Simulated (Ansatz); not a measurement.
The calculation's input:

```
crystal:
  periodic: [false, false, false]
  atoms:
    - {symbol: O, position_ang: [0.327236, 1.612800, 1.586982]}
    - {symbol: B, position_ang: [0.266610, 0.424639, 0.952892]}
    - {symbol: O, position_ang: [-0.295333, 0.359150, -0.295377]}
    - {symbol: C, position_ang: [-0.285366, -0.822466, -1.008114]}
    - {symbol: F, position_ang: [0.827894, -0.866052, -1.804111]}
    - {symbol: H, position_ang: [-0.024491, 2.335966, 1.057769]}
    - {symbol: H, position_ang: [0.685173, -0.554518, 1.497023]}
    - {symbol: H, position_ang: [-1.161639, -0.842627, -1.659076]}
    - {symbol: H, position_ang: [-0.251586, -1.693092, -0.345087]}
basis:
  gaussian: {orbitals: def2-TZVPP}
hamiltonian: {xc: pbe0, dispersion: d4}
output: {orbitals: {seedname: orbitals}}
```

Run with:

```sh
ansatz run in.yaml --threads 2 --pin off --events-out ev --progress --plain --max-ram 4352MiB
```

Geometry: PBE0-D4/def2-TZVP.

These are results of RKS PBE0-D4/def2-TZVPP (Ansatz 0.2.0), not measurements.

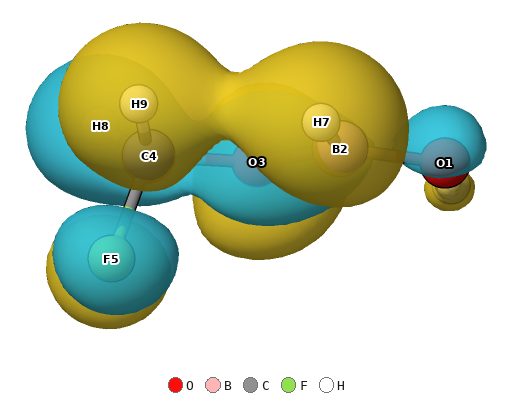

CH₄BFO₂ (SMILES OBOCF). The HOMO at ±0.08 Å⁻³ᐟ² (yellow and cyan are the two phases), seen from one side.

Describe this orbital and give its energy.

Its weight (Hirshfeld) is mainly on O3 (about 35 %), C4 (about 15 %), F5 (about 15 %), H9 (about 10 %), B2 (about 10 %) and H7 (about 10 %). Its energy is −9.39 eV.
